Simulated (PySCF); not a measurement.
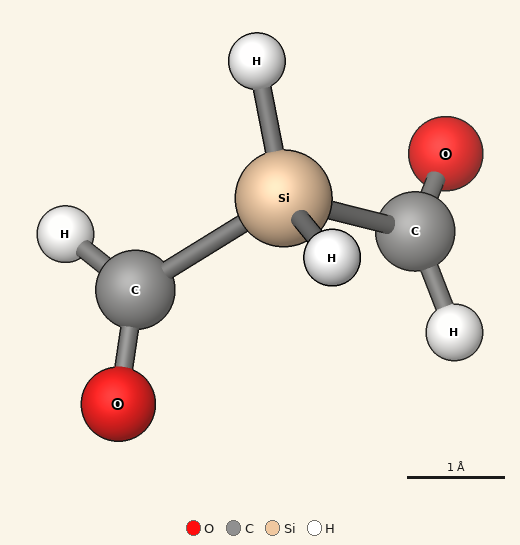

The structure as given in the input (ball-and-stick view, seen at a tilt). Bond lengths as drawn: C–H 1.11 to 1.12 Å, C–O 1.19 to 1.21 Å, C–Si 1.92 to 1.97 Å and H–Si 1.45 to 1.46 Å.

Run report: C$_{2}$H$_{4}$O$_{2}$Si, geometry relaxation

- system: C$_{2}$H$_{4}$O$_{2}$Si, SMILES O=C[SiH2]C=O
- method: PBE0-D3(BJ)/def2-SVP geometry optimisation, gas phase (PySCF 2.14.0)

It belongs to a series of runs on one base structure; here: H on Si replaced by CHO.

The program's output:
```
step   0  E = -517.85927662  max force = 0.027682
step   1  E = -517.86124028  max force = 0.012963
step   2  E = -517.86152033  max force = 0.002150
step   3  E = -517.86156951  max force = 0.003819
step   4  E = -517.86164015  max force = 0.002729
step   5  E = -517.86167477  max force = 0.001277
step   6  E = -517.86169589  max force = 0.001111
step   7  E = -517.86172330  max force = 0.001816
step   8  E = -517.86173136  max force = 0.000934
step   9  E = -517.86174088  max force = 0.000861
step  10  E = -517.86174061  max force = 0.000428
optimisation converged
```

Trajectory as extended XYZ (Å, eV, eV/Å), 11 frames, from step=0 to step=10:
```
9
Properties=species:S:1:pos:R:3:forces:R:3 step=0 energy=-14091.66868
O    -1.7692   -1.2999    0.9088    0.1948   0.2418  -0.2612
C    -1.4044   -0.6852   -0.0683   -0.1980  -0.1905   0.7022
Si   -0.1689    0.7787    0.0149    0.7182  -0.8172   0.3078
C     1.5880   -0.1113    0.0156   -1.4235   0.2610   0.7527
O     2.2917   -0.1592   -0.9392    0.9152  -0.0962  -0.9494
H    -1.7530   -0.9899   -1.0750   -0.1702  -0.1832  -0.4904
H    -0.2914    1.6074   -1.1663   -0.0895   0.5512  -0.6214
H    -0.2762    1.4712    1.2985   -0.1838   0.3355   0.4270
H     1.8412   -0.6290    0.9774    0.2368  -0.1023   0.1327
9
Properties=species:S:1:pos:R:3:forces:R:3 step=1 energy=-14091.72211
O    -2.0340   -0.9347    0.9465   -0.3122  -0.3327   0.6454
C    -1.4907   -0.5517   -0.0473    0.1940   0.2932  -0.6666
Si   -0.0548    0.7421    0.0209    0.0029   0.0864  -0.0876
C     1.5915   -0.2798    0.0047    0.1851   0.0407  -0.1197
O     2.2979   -0.3622   -0.9700   -0.1938  -0.0117   0.1799
H    -1.8138   -0.9337   -1.0589    0.0502  -0.0261   0.0277
H    -0.1109    1.6287   -1.1795    0.0535  -0.0379   0.0329
H    -0.1943    1.5001    1.2965    0.0407  -0.0119   0.0147
H     1.8675   -0.8235    0.9526   -0.0203   0.0002  -0.0268
9
Properties=species:S:1:pos:R:3:forces:R:3 step=2 energy=-14091.72974
O    -2.0253   -0.9690    0.9464    0.0358   0.0188   0.0449
C    -1.4930   -0.5457   -0.0467    0.0313  -0.0715  -0.1106
Si   -0.0568    0.7555    0.0201   -0.0925   0.0684   0.0618
C     1.5820   -0.2736    0.0106   -0.0417  -0.0349  -0.0695
O     2.2661   -0.3730   -0.9754    0.0060  -0.0288   0.0455
H    -1.7945   -0.9387   -1.0597   -0.0006   0.0373   0.0178
H    -0.0952    1.6361   -1.1820    0.0254  -0.0164   0.0021
H    -0.1807    1.5151    1.2966    0.0060   0.0057   0.0064
H     1.8558   -0.8213    0.9558    0.0302   0.0214   0.0017
9
Properties=species:S:1:pos:R:3:forces:R:3 step=3 energy=-14091.73107
O    -1.9914   -0.9787    0.9518    0.0329   0.0200  -0.1964
C    -1.4892   -0.5472   -0.0566    0.0739  -0.0327   0.1884
Si   -0.0639    0.7647    0.0210   -0.0547   0.0405  -0.0374
C     1.5696   -0.2735    0.0076    0.0066  -0.0749   0.0587
O     2.2584   -0.3939   -0.9715   -0.0133   0.0175  -0.0691
H    -1.7956   -0.9393   -1.0672   -0.0482   0.0086   0.0375
H    -0.0915    1.6459   -1.1792    0.0156   0.0204  -0.0126
H    -0.1800    1.5194    1.3016   -0.0115  -0.0156  -0.0089
H     1.8421   -0.8122    0.9579   -0.0012   0.0162   0.0397
9
Properties=species:S:1:pos:R:3:forces:R:3 step=4 energy=-14091.73300
O    -1.9779   -0.9975    0.9457    0.0611   0.0290  -0.1242
C    -1.4796   -0.5493   -0.0569   -0.0289  -0.0169   0.1403
Si   -0.0665    0.7721    0.0213    0.0042  -0.0015  -0.0008
C     1.5615   -0.2767    0.0107   -0.0095   0.0055   0.0584
O     2.2387   -0.4073   -0.9750    0.0109  -0.0222  -0.0575
H    -1.7934   -0.9302   -1.0681   -0.0202  -0.0021  -0.0145
H    -0.0863    1.6513   -1.1807    0.0029   0.0111  -0.0059
H    -0.1796    1.5262    1.3022   -0.0218  -0.0074  -0.0069
H     1.8414   -0.8032    0.9664    0.0013   0.0045   0.0111
9
Properties=species:S:1:pos:R:3:forces:R:3 step=5 energy=-14091.73394
O    -1.9472   -1.0241    0.9367    0.0201   0.0091   0.0072
C    -1.4686   -0.5478   -0.0609   -0.0467  -0.0167   0.0151
Si   -0.0687    0.7833    0.0224    0.0657  -0.0154   0.0071
C     1.5523   -0.2794    0.0167   -0.0225   0.0257   0.0248
O     2.2104   -0.4390   -0.9781    0.0078  -0.0229  -0.0107
H    -1.7927   -0.9147   -1.0738   -0.0061   0.0068  -0.0376
H    -0.0800    1.6619   -1.1808   -0.0029   0.0020   0.0044
H    -0.1860    1.5348    1.3036   -0.0243   0.0020  -0.0001
H     1.8390   -0.7897    0.9797    0.0089   0.0093  -0.0102
9
Properties=species:S:1:pos:R:3:forces:R:3 step=6 energy=-14091.73451
O    -1.9311   -1.0365    0.9288   -0.0062  -0.0118   0.0419
C    -1.4648   -0.5464   -0.0672   -0.0340   0.0048  -0.0421
Si   -0.0670    0.7868    0.0232    0.0571  -0.0241   0.0059
C     1.5497   -0.2819    0.0235   -0.0205   0.0329   0.0019
O     2.1948   -0.4617   -0.9767    0.0084  -0.0186   0.0116
H    -1.7990   -0.8999   -1.0825    0.0000   0.0077  -0.0148
H    -0.0727    1.6666   -1.1792    0.0006  -0.0011   0.0062
H    -0.1950    1.5366    1.3041   -0.0179   0.0040   0.0023
H     1.8436   -0.7781    0.9914    0.0124   0.0061  -0.0130
9
Properties=species:S:1:pos:R:3:forces:R:3 step=7 energy=-14091.73526
O    -1.9239   -1.0498    0.9131   -0.0166  -0.0159   0.0598
C    -1.4664   -0.5435   -0.0784   -0.0126   0.0146  -0.0934
Si   -0.0623    0.7856    0.0244    0.0067  -0.0288  -0.0031
C     1.5523   -0.2842    0.0342    0.0221   0.0003  -0.0044
O     2.1871   -0.4913   -0.9678   -0.0194   0.0148   0.0175
H    -1.8144   -0.8751   -1.0975    0.0097   0.0106   0.0118
H    -0.0600    1.6685   -1.1758    0.0032  -0.0029   0.0038
H    -0.2111    1.5337    1.3041    0.0047   0.0024   0.0042
H     1.8571   -0.7584    1.0091    0.0021   0.0049   0.0038
9
Properties=species:S:1:pos:R:3:forces:R:3 step=8 energy=-14091.73548
O    -1.9270   -1.0493    0.9000   -0.0400  -0.0362   0.0177
C    -1.4723   -0.5417   -0.0923    0.0441   0.0480  -0.0475
Si   -0.0583    0.7786    0.0254   -0.0441  -0.0182   0.0008
C     1.5581   -0.2861    0.0477   -0.0107   0.0174  -0.0331
O     2.1840   -0.4986   -0.9588    0.0159  -0.0083   0.0308
H    -1.8278   -0.8601   -1.1132   -0.0004  -0.0026   0.0311
H    -0.0466    1.6643   -1.1724    0.0167   0.0001   0.0005
H    -0.2238    1.5260    1.3037    0.0066   0.0015   0.0032
H     1.8722   -0.7477    1.0254    0.0119  -0.0018  -0.0035
9
Properties=species:S:1:pos:R:3:forces:R:3 step=9 energy=-14091.73574
O    -1.9390   -1.0509    0.8900   -0.0092  -0.0051  -0.0095
C    -1.4771   -0.5411   -0.0984    0.0222   0.0171  -0.0093
Si   -0.0583    0.7740    0.0260   -0.0443  -0.0105  -0.0009
C     1.5617   -0.2853    0.0526    0.0143  -0.0056  -0.0073
O     2.1935   -0.4990   -0.9498   -0.0032   0.0061   0.0086
H    -1.8320   -0.8537   -1.1205    0.0021  -0.0017   0.0111
H    -0.0401    1.6612   -1.1706    0.0088   0.0014  -0.0016
H    -0.2275    1.5213    1.3040    0.0105  -0.0015   0.0012
H     1.8773   -0.7411    1.0324   -0.0012  -0.0002   0.0077
9
Properties=species:S:1:pos:R:3:forces:R:3 step=10 energy=-14091.73573
O    -1.9512   -1.0526    0.8753    0.0100   0.0134  -0.0220
C    -1.4806   -0.5405   -0.1083   -0.0008  -0.0090   0.0219
Si   -0.0600    0.7699    0.0270   -0.0166   0.0026   0.0006
C     1.5637   -0.2846    0.0613    0.0106  -0.0110   0.0087
O     2.2013   -0.4968   -0.9376   -0.0037   0.0059  -0.0054
H    -1.8311   -0.8491   -1.1324    0.0028  -0.0015  -0.0111
H    -0.0310    1.6587   -1.1683    0.0003   0.0021  -0.0009
H    -0.2316    1.5166    1.3052    0.0037  -0.0025   0.0001
H     1.8788   -0.7362    1.0433   -0.0064   0.0002   0.0081
```

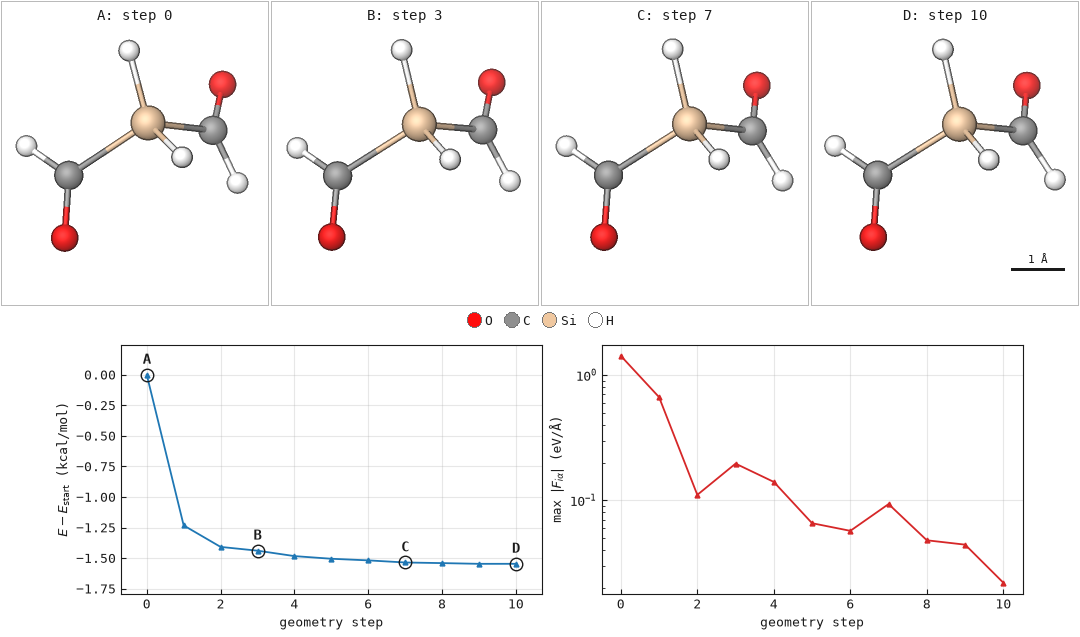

Frames of the relaxation (ball-and-stick view, seen at a tilt) above the curves, on which the letters mark them (steps are counted from 0).

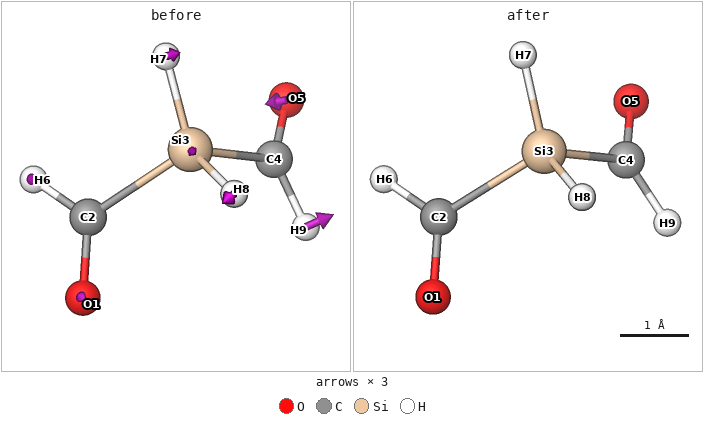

Before (left) and after (right) the relaxation, at one scale (ball-and-stick view, seen at a tilt). The pink arrows give the displacements, magnified 3 times. The energy falls by 1.55 kcal/mol in 10 geometry steps. The largest force component goes from 1.4 to 0.022 eV/Å. H9 moves most after the best rigid fit: 0.16 Å. Largest moves by element: H 0.16 Å, O 0.12 Å, Si 0.04 Å, C 0.02 Å. Distances before and after: Si3–H7 1.448 → 1.490 Å, Si3–C4 1.969 → 1.936 Å, Si3–H8 1.462 → 1.490 Å, C2–Si3 1.917 → 1.937 Å. Among the angles that change: C4–Si3–H8 106.2° → 110.7°, Si3–C4–H9 114.2° → 117.9°, H7–Si3–H8 116.0° → 113.0°. (Atoms are counted from 1 in the order of the input.)

This output came from the following input.

Input file:
```
{"job": {"xc": "PBE0", "basis": "def2-SVP", "d3": "d3bj", "grid": 1, "shake": 0.01, "kind": "geom"}, "charge": 0, "multiplicity": 1}
O     -1.769180    -1.299910     0.908780
C     -1.404400    -0.685150    -0.068350
Si    -0.168860     0.778690     0.014890
C      1.587960    -0.111280     0.015600
O      2.291730    -0.159210    -0.939150
H     -1.753030    -0.989890    -1.075040
H     -0.291400     1.607440    -1.166280
H     -0.276170     1.471200     1.298470
H      1.841170    -0.629040     0.977350
```

The first line tells a small driver script what to run in PySCF; the rest is the geometry in Å.

Command:
```bash
OMP_NUM_THREADS=1 python <driver script> task.json out
```

Key numbers:

- outcome: converged
- total energy: −517.861741 hartree
- dipole moment: 1.34 D
- point group: C1
- hardware: 1 CPU thread, shared host
- wall time: 31 s
- peak memory: 0.39 GiB
